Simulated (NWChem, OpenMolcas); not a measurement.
## How basis sets differ on C2H6Si (vinylsilane)

C2H6Si has 9 atoms, charge 0, and is taken as a singlet. SMILES: `C=C[SiH3]`. Geometry: relaxed at PBE0-D4/def2-TZVP.

Each level gives the dipole moment (D). The values are calculated.

```
            level          kind     program  value (D)  CPU time
HF/ANO-R0 (sfX2C)  Hartree–Fock  OpenMolcas       1.84     3.9 s
        HF/STO-3G  Hartree–Fock  OpenMolcas       0.09     1.6 s
         HF/3-21G  Hartree–Fock      NWChem       0.82     1.5 s
     HF/6-311+G**  Hartree–Fock  OpenMolcas       0.73      13 s
```

The values span 0.09 to 1.84 D. Magnitudes only. Sets without polarisation functions give poor dipoles. CPU times are rough (shared hosts, several kinds of processor and program).

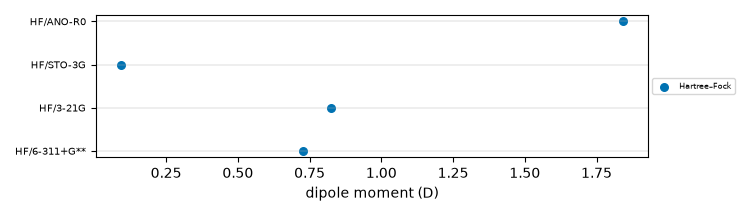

The values of the table, level by level.
